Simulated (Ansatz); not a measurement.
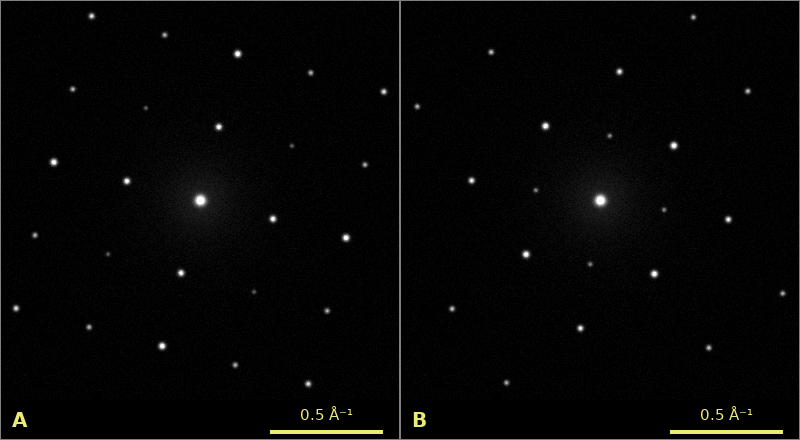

Kinematic electron diffraction patterns (300 kV, B = 0.5 Å², same scale, each along a low-index zone) of two structures of composition Sc2Cd, each relaxed at zero pressure with DFT PBE, scalar-relativistic, plane waves, PAW in Ansatz 0.2.0. The runs are not spin-polarised.

The structures (standard cells):
1. Fm-3m (No. 225), a = 6.848 Å, 12 atoms; generated start, possibly hypothetical
2. Fd-3m (No. 227), a = 8.330 Å, 24 atoms; generated start, possibly hypothetical

Which pattern belongs to which structure, and along which zone?

A is structure 2 along [001] or an equivalent direction: square net of 2 -2 0 at d = 2.95 Å and 2 2 0 at d = 2.95 Å, 90.0° apart (some points of this net are extinct or too weak to see). B is structure 1 along [001] or an equivalent direction: square net of 2 0 0 at d = 3.42 Å and 0 2 0 at d = 3.42 Å, 90.0° apart (some points of this net are extinct or too weak to see).

Which structure lies lowest at this level of theory, and by how much?

Structure 1 (Fm-3m, 26.76 Å³ an atom) is the lowest of these; structure 2 (Fd-3m, 24.09 Å³ an atom) lies about 35 meV an atom higher. These are static energies at 0 K; other structures, not shown, may lie lower still.
